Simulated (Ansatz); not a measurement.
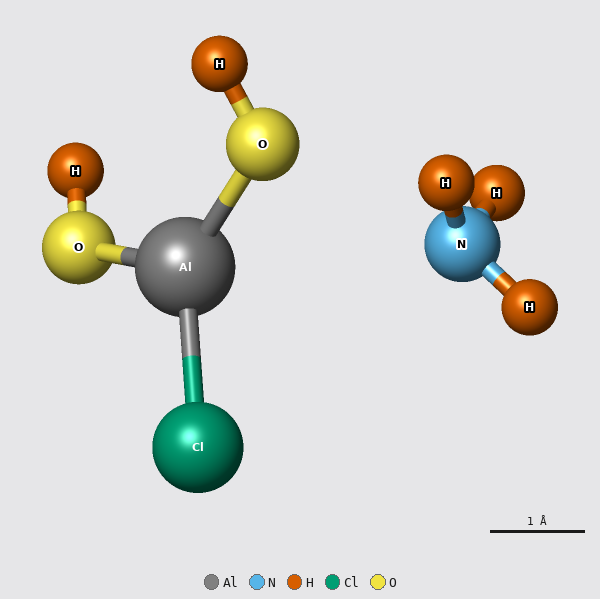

**Figure 1.** The starting structure (ball-and-stick view, seen at a tilt). Sticks mark near contacts.

## Run report: AlNH₅ClO₂, geometry relaxation (part 1 of 2)

AlNH₅ClO₂, computed with RKS PBE-D4/def2-mTZVP (Ansatz 0.2.0).

It belongs to a series of runs on one base structure; here: end point B relaxed.

Input:
```yaml
crystal:
  periodic: [false, false, false]
  atoms:
    - { symbol: Al, position_ang: [0.04799, -0.609526, -0.509343] }
    - { symbol: "N", position_ang: [0.113809, -0.079544, 2.542326] }
    - { symbol: H, position_ang: [-0.680311, -0.054208, 3.185812] }
    - { symbol: H, position_ang: [0.909628, 0.366109, 3.003356] }
    - { symbol: Cl, position_ang: [1.765388, 0.493887, -1.01341] }
    - { symbol: O, position_ang: [-1.415352, -0.146923, -1.257865] }
    - { symbol: H, position_ang: [-2.268105, -0.521379, -0.985236] }
    - { symbol: O, position_ang: [0.29402, -2.099265, 0.395354] }
    - { symbol: H, position_ang: [-0.257543, -2.861662, 0.150218] }
    - { symbol: H, position_ang: [0.352277, -1.077388, 2.361587] }
basis:
  gaussian: { orbitals: def2-mTZVP }
hamiltonian:
  xc: pbe
  dispersion: d4
relax:
  f_tol: 0.03
  max_steps: 50
```

Run on 4 threads of Arm Neoverse V2, 24 GiB of memory available, shared host.

Command:
```bash
ansatz run input.yaml --threads 4 --pin off --max-ram 5120MiB --backend cpu --events-out ev --progress --plain --runs-dir out
```

Log:
```
The last accepted step is kept in [file] (removed where the run ends without a failure and the disk answers)
Engine: ansatz 0.2.0, aarch64-unknown-linux-gnu
Functional definition: PBE
  parameter kappa = 0.804
  parameter beta = 0.06672455060314922
  exchange = pbe_x(kappa = kappa, mu = beta*pi^2/3)
  correlation = pbe_c(beta = beta)
1122 factors; their error is unknown
mean field evaluation 1: about -24756.1695 eV, gradient 1.1e2 eV
mean field evaluation 2: about -24662.8130 eV, gradient 2.2e2 eV
mean field evaluation 4: about -24776.6843 eV, gradient 2.3e1 eV
mean field evaluation 8: about -24777.6830 eV, gradient 2.6e-1 eV
mean field evaluation 16: about -24777.6472 eV, gradient 2.7e-4 eV
mean field -24777.64720233 eV, -910.5617397931 hartree, gradient 1.3e-5 eV, S^2 0.000000; 0 other end points of the search recorded, 0 dependent functions left out
the calculation of the forces begins
reference -24777.64724863 eV, -910.5617414945 hartree; 29, 29 occupied and 97, 97 virtual orbitals, 1122 factors
relax step   1: F+E_penalty+E_count = -24777.83056546 eV  Δ(F+E_penalty+E_count) = +0.000e0 eV  max|allowed force component| = 1.007e0 eV/Å  Δτ_max = 0.0000 Å  (29 SCF iters, accepted)
these checks for a lower state are left out or cut short: starts, cluster_reference, orbital_swaps, neighbouring_geometries, increment
1122 factors; their error is unknown
mean field -24777.86813150 eV, -910.5698587902 hartree, gradient 2.1e-5 eV, S^2 0.000000; 0 other end points of the search recorded, 0 dependent functions left out
[... from here on the field's lines of each further geometry are left out, up to the last ...]
relax step   2: F+E_penalty+E_count = -24778.05708506 eV  Δ(F+E_penalty+E_count) = -2.265e-1 eV  max|allowed force component| = 8.375e-1 eV/Å  Δτ_max = 0.1943 Å  (29 SCF iters, accepted)
relax step   3: F+E_penalty+E_count = -24778.40447544 eV  Δ(F+E_penalty+E_count) = -3.474e-1 eV  max|allowed force component| = 9.878e-1 eV/Å  Δτ_max = 0.1976 Å  (29 SCF iters, accepted)
relax step   4: F+E_penalty+E_count = -24778.73180186 eV  Δ(F+E_penalty+E_count) = -3.273e-1 eV  max|allowed force component| = 7.450e-1 eV/Å  Δτ_max = 0.1949 Å  (30 SCF iters, accepted)
relax step   5: F+E_penalty+E_count = -24778.81801208 eV  Δ(F+E_penalty+E_count) = -8.621e-2 eV  max|allowed force component| = 1.465e0 eV/Å  Δτ_max = 0.1950 Å  (31 SCF iters, accepted)
relax step   6: F+E_penalty+E_count = -24778.87962221 eV  Δ(F+E_penalty+E_count) = -6.161e-2 eV  max|allowed force component| = 6.758e-1 eV/Å  Δτ_max = 0.0880 Å  (30 SCF iters, accepted)
relax step   7: F+E_penalty+E_count = -24778.93512150 eV  Δ(F+E_penalty+E_count) = -5.550e-2 eV  max|allowed force component| = 2.320e-1 eV/Å  Δτ_max = 0.1469 Å  (29 SCF iters, accepted)
relax step   8: F+E_penalty+E_count = -24778.95119192 eV  Δ(F+E_penalty+E_count) = -1.607e-2 eV  max|allowed force component| = 3.363e-1 eV/Å  Δτ_max = 0.2000 Å  (35 SCF iters, accepted)
relax step   9: F+E_penalty+E_count = -24778.96295928 eV  Δ(F+E_penalty+E_count) = -1.177e-2 eV  max|allowed force component| = 4.253e-1 eV/Å  Δτ_max = 0.0896 Å  (29 SCF iters, accepted)
relax step  10: F+E_penalty+E_count = -24778.97195797 eV  Δ(F+E_penalty+E_count) = -8.999e-3 eV  max|allowed force component| = 2.492e-1 eV/Å  Δτ_max = 0.2000 Å  (35 SCF iters, accepted)
relax step  11: F+E_penalty+E_count = -24778.99327970 eV  Δ(F+E_penalty+E_count) = -2.132e-2 eV  max|allowed force component| = 2.418e-1 eV/Å  Δτ_max = 0.2000 Å  (29 SCF iters, accepted)
relax step  12: F+E_penalty+E_count = -24779.00009334 eV  Δ(F+E_penalty+E_count) = -6.814e-3 eV  max|allowed force component| = 7.871e-2 eV/Å  Δτ_max = 0.0656 Å  (29 SCF iters, accepted)
relax step  13: F+E_penalty+E_count = -24779.01231431 eV  Δ(F+E_penalty+E_count) = -1.222e-2 eV  max|allowed force component| = 3.792e-1 eV/Å  Δτ_max = 0.1647 Å  (35 SCF iters, accepted)
relax step  14: F+E_penalty+E_count = -24779.01930867 eV  Δ(F+E_penalty+E_count) = -6.994e-3 eV  max|allowed force component| = 2.366e-1 eV/Å  Δτ_max = 0.0542 Å  (29 SCF iters, accepted)
relax step  15: F+E_penalty+E_count = -24779.01371381 eV  Δ(F+E_penalty+E_count) = +5.595e-3 eV  max|allowed force component| = 1.274e-1 eV/Å  Δτ_max = 0.1999 Å  (35 SCF iters, rejected (line search))
relax step  16: F+E_penalty+E_count = -24779.02257540 eV  Δ(F+E_penalty+E_count) = -3.267e-3 eV  max|allowed force component| = 8.737e-2 eV/Å  Δτ_max = 0.0999 Å  (29 SCF iters, accepted)
relax step  17: F+E_penalty+E_count = -24779.02466299 eV  Δ(F+E_penalty+E_count) = -2.088e-3 eV  max|allowed force component| = 3.831e-2 eV/Å  Δτ_max = 0.0358 Å  (29 SCF iters, accepted)
the calculation of the forces begins
reference -24778.81793200 eV, -910.6047633149 hartree; 29, 29 occupied and 97, 97 virtual orbitals, 1122 factors
relax step  18: F+E_penalty+E_count = -24779.02511833 eV  Δ(F+E_penalty+E_count) = -4.553e-4 eV  max|allowed force component| = 1.517e-2 eV/Å  Δτ_max = 0.0261 Å  (30 SCF iters, accepted)
1122 factors; their error is unknown
mean field evaluation 160: about -24778.8179 eV, gradient 2.3e-4 eV
```

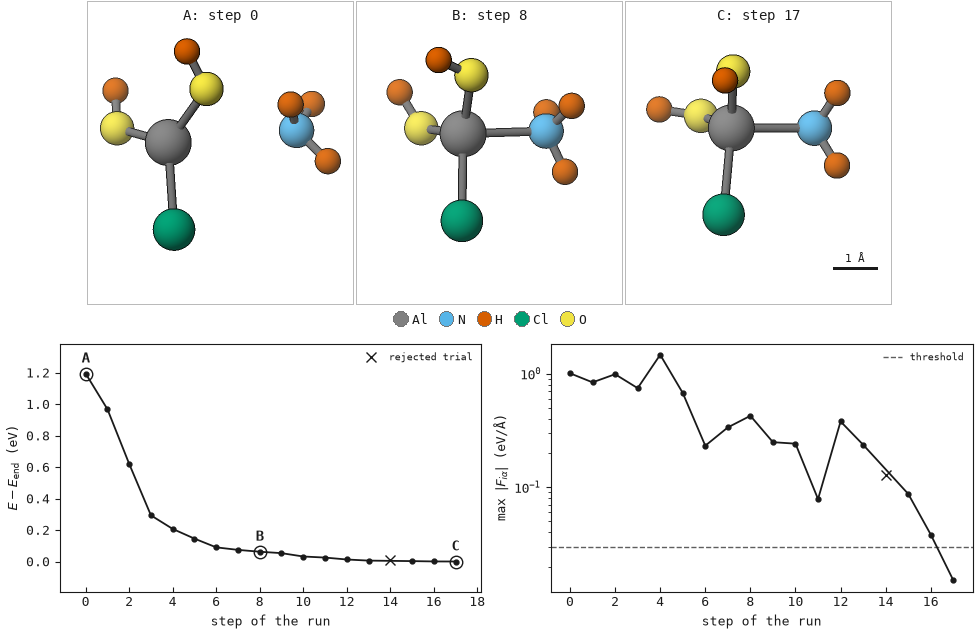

**Figure 2.** Frames of the relaxation (ball-and-stick view, seen at a tilt) above the curves, on which the letters mark them (the first geometry is step 0 here and step 1 in the log).

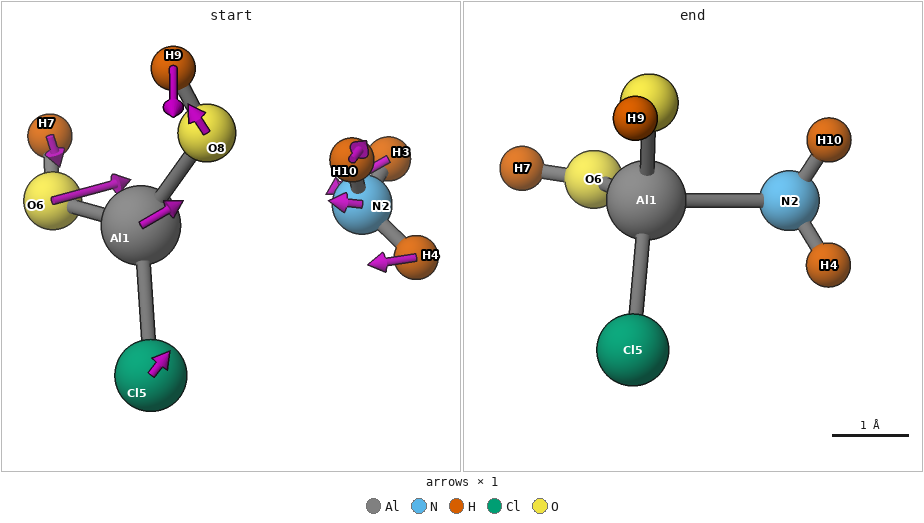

**Figure 3.** Before (left) and after (right) the relaxation, at one scale (ball-and-stick view, seen at a tilt). The pink arrows give the displacements, at true length. After 17 geometry steps the energy has fallen by 1.195 eV. Largest force component: 1 eV/Å at the start, 0.015 eV/Å at the end. The line search rejected the trial step at point 14 (counted from 0) and went back. The atom that moves furthest after the best rigid fit is O6 (1.20 Å). By element the largest moves are O 1.20 Å, H 1.11 Å, Al 0.68 Å, N 0.48 Å, Cl 0.43 Å. Among the contacts that change: Al1–N2 3.098 → 2.019 Å, Al1–Cl5 2.103 → 2.162 Å, Al1–O8 1.760 → 1.734 Å, Al1–O6 1.708 → 1.733 Å. New bonds form: Al1–N2 (3.10 → 2.02 Å). Among the angles that change: O6–Al1–O8 125.1° → 119.7°, Cl5–Al1–O8 116.9° → 114.6°. (Atoms are counted from 1 in the order of the input.)

```
mean field -24778.81788704 eV, -910.6047616628 hartree, gradient 1.2e-5 eV, S^2 0.000000; 1 other end points of the search recorded, 0 dependent functions left out
the calculation of the forces begins
reference -24778.81793200 eV, -910.6047633149 hartree; 29, 29 occupied and 97, 97 virtual orbitals, 1122 factors
Total energy: -24779.02516329 eV, -910.6123789244 hartree
Atom 0 at    -0.089475    -0.762371     0.144497 Å, force    -0.015174    -0.000542     0.006018 eV/Å
Atom 1 at     0.077810    -0.198861     2.075885 Å, force    -0.005737     0.004551     0.000844 eV/Å
Atom 2 at    -0.721632     0.399755     2.312143 Å, force     0.000190     0.002002    -0.000161 eV/Å
Atom 3 at     0.937552     0.324844     2.268474 Å, force     0.003340     0.000251    -0.000850 eV/Å
Atom 4 at     1.626680     0.191158    -0.761752 Å, force     0.012882     0.005873    -0.007548 eV/Å
Atom 5 at    -1.637264    -0.006486    -0.050409 Å, force     0.001311    -0.001182     0.000754 eV/Å
Atom 6 at    -2.154765    -0.090120    -0.865286 Å, force    -0.002210     0.000835     0.000081 eV/Å
Atom 7 at     0.015988    -2.489726     0.252026 Å, force     0.011889    -0.000763    -0.006416 eV/Å
Atom 8 at     0.746871    -2.942087    -0.197705 Å, force    -0.005754    -0.005256     0.003788 eV/Å
Atom 9 at     0.060037    -1.016005     2.694927 Å, force    -0.000736    -0.005768     0.003490 eV/Å
Dipole moment:    -0.067211     0.066084     0.883624 e Å
```

Trajectory as extended XYZ (Å, eV, eV/Å), 18 frames, from step=1 to step=18:
```
10
Properties=species:S:1:pos:R:3:forces:R:3 step=1 energy=-24777.83057
Al    0.0480   -0.6095   -0.5093    0.1404  -0.3999   1.0068
N     0.1138   -0.0795    2.5423    0.0964  -0.6337  -0.7260
H    -0.6803   -0.0542    3.1858    0.0114  -0.0004  -0.0155
H     0.9096    0.3661    3.0034    0.0112  -0.0083  -0.0119
Cl    1.7654    0.4939   -1.0134    0.0007   0.0131  -0.0029
O    -1.4154   -0.1469   -1.2579   -0.0435   0.0253  -0.0348
H    -2.2681   -0.5214   -0.9852    0.0114  -0.0050  -0.0010
O     0.2940   -2.0993    0.3954   -0.1213   0.4250  -0.5063
H    -0.2575   -2.8617    0.1502    0.0194  -0.0252   0.0363
H     0.3523   -1.0774    2.3616   -0.1260   0.6091   0.2553
10
Properties=species:S:1:pos:R:3:forces:R:3 step=2 energy=-24778.05709
Al    0.0251   -0.5609   -0.3226    0.1459  -0.4413   0.8375
N     0.1226   -0.1009    2.4324    0.0565  -0.5056  -0.5919
H    -0.6775   -0.0218    3.0687   -0.0254   0.0317  -0.1599
H     0.9048    0.3831    2.8831    0.0139   0.0516  -0.1547
Cl    1.7462    0.5021   -0.9142    0.0616   0.0925   0.0764
O    -1.3958   -0.1275   -1.1775   -0.2619  -0.0321   0.1561
H    -2.2578   -0.5410   -0.9873    0.2020   0.0946  -0.0288
O     0.2935   -2.1393    0.4057   -0.2029   0.3089  -0.2729
H    -0.2673   -2.8775    0.1084    0.0841   0.0560   0.0183
H     0.3681   -1.1061    2.3761   -0.0738   0.3437   0.1199
10
Properties=species:S:1:pos:R:3:forces:R:3 step=3 energy=-24778.40447
Al    0.0119   -0.5398   -0.1395    0.2058  -0.3283   0.9878
N     0.1270   -0.1500    2.2812    0.0846  -0.5041  -0.3457
H    -0.6933    0.0163    2.8825    0.0509  -0.0388  -0.3187
H     0.8855    0.4152    2.6891   -0.0704  -0.0519  -0.3153
Cl    1.7302    0.5206   -0.7673    0.1568   0.1492   0.0661
O    -1.3784   -0.0825   -1.0381   -0.4745  -0.0999   0.1901
H    -2.2334   -0.5471   -0.9436    0.3287   0.1778  -0.0099
O     0.2878   -2.1769    0.4351   -0.3003   0.0221  -0.2102
H    -0.2641   -2.8924    0.0706    0.1704   0.0846   0.0101
H     0.3886   -1.1533    2.4029   -0.1520   0.5894  -0.0541
```
